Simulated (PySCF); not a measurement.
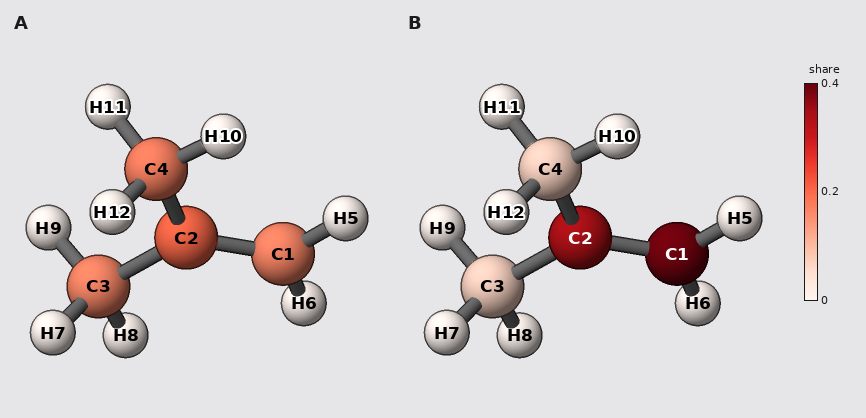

Each panel colours the atoms by their Löwdin share in one orbital (up to four of the largest shares; other atoms are shown as zero). The computed structure is the end point of a GFN2-xTB optimisation. No frequency run is at hand to confirm it as a minimum. Method: ωB97X-D/def2-SVPD (PySCF 2.14.0).

### The panels show the HOMO−2, HOMO, in some order. Which is which?

A: HOMO−2, −12.26 eV; C2 0.20, C4 0.17, C1 0.16, C3 0.16
B: HOMO, −8.95 eV; C1 0.39, C2 0.33, C4 0.06, C3 0.06
